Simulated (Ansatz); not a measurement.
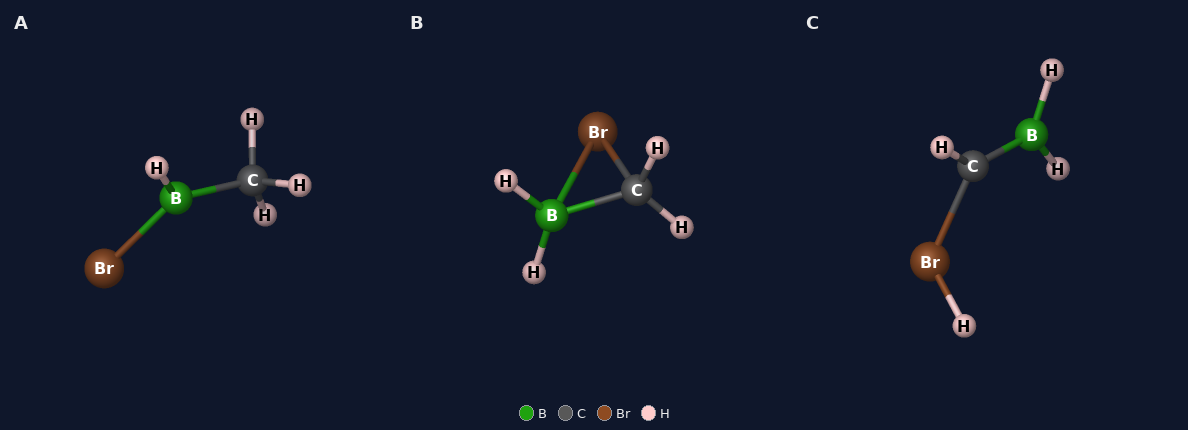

3 stationary structures of one formula. Geometries: PBE-D4/def2-SVP. Electronic energies: PBE-D4/def2-SVP (Ansatz 0.2.0), without zero-point energy. No frequency run is at hand to confirm each as a minimum. Each is one conformer, not always the lowest.

Rank them by energy, lowest first.

Answer. A is lowest; B lies 1.495 eV above it (Cs), C lies 4.257 eV above it (C1).
